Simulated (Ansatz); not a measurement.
# COSi (SMILES [O-]C#[Si]) (charge −1, doublet): what the fields show

```tsv
atom	x (Å)	y (Å)	z (Å)
C	0.0000	0.0000	-0.1836
O	0.0000	0.0000	-1.3894
Si	0.0000	0.0000	1.5730
```

Geometry: r2SCAN-D4/def2-SVPD; the highest occupied orbital lies above zero, a sign that basis and functional describe the outermost electron poorly.

All numbers below come from Ansatz 0.2.0, isolated molecule in a Gaussian basis; Kohn-Sham density functional theory, functional PBE0.

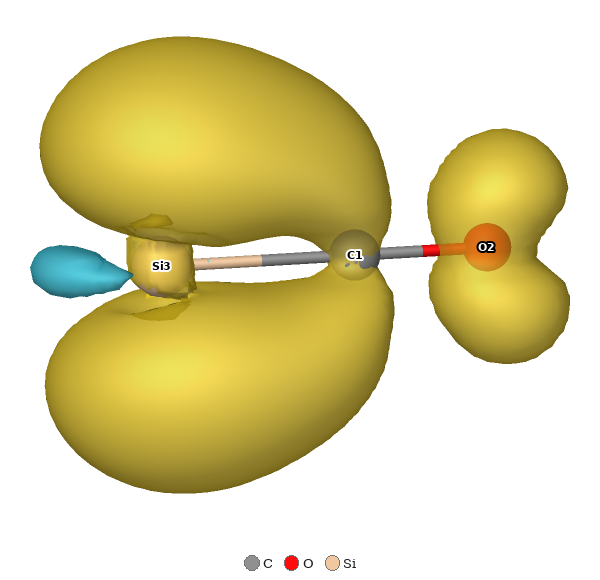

Figure 1. Isosurfaces of the spin density at +0.015 (yellow) and −0.015 e/Å³ (cyan), seen from one side.

Q: Which atoms carry the spin?

A: The unpaired spin (1 electron) lies mostly on Si3 (about 0.6), C1 (about 0.2) and O2 (about 0.2), in electrons by Hirshfeld's partition.

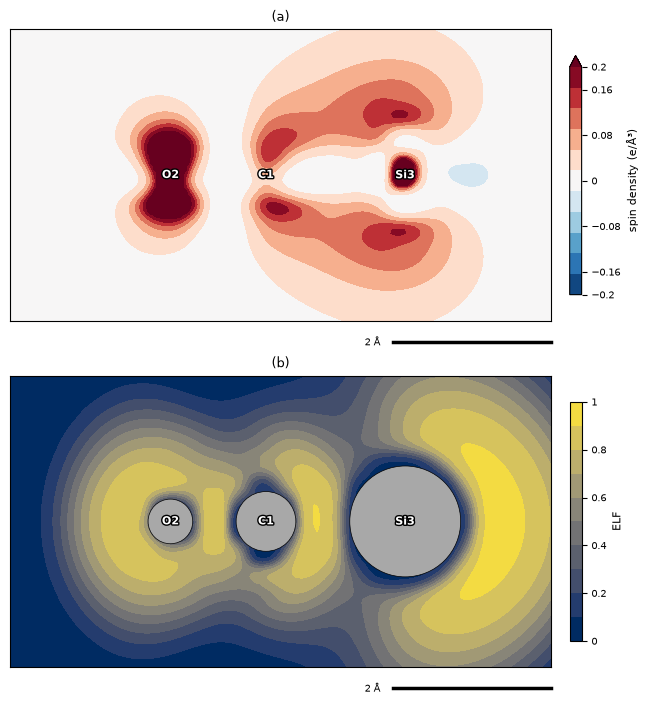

Figure 2. (a) spin density (α minus β); (b) ELF on a plane that holds the molecular axis. Grey discs cover the atomic cores in the ELF map.

Q: What do the fields say about this system?

A: The section cuts through C, O and Si sites. C–O (1.21 Å): the ELF peaks at about 0.85 between the atoms (a short, multiple covalent bond). C–Si (1.76 Å): the ELF peaks at about 0.90 between the atoms: a covalent bond. The ELF also peaks beside O2 and Si3, away from the bonds: non-bonding electrons, paired or unpaired.

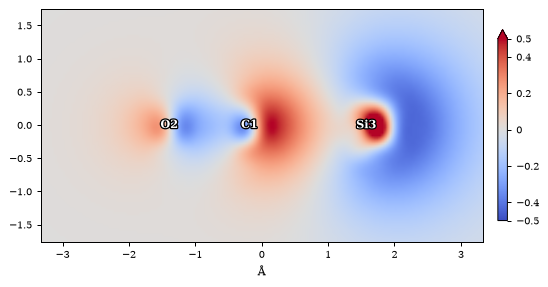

Figure 3. The HOMO−1 (β) on a plane that holds the molecular axis (values in Å⁻³ᐟ²; the overall sign is arbitrary).

Q: What is the character of this orbital?

A: Its weight (Hirshfeld) is mainly on Si3 (about 85 %) and C1 (about 10 %); it is of σ type. Its energy is −2.48 eV.
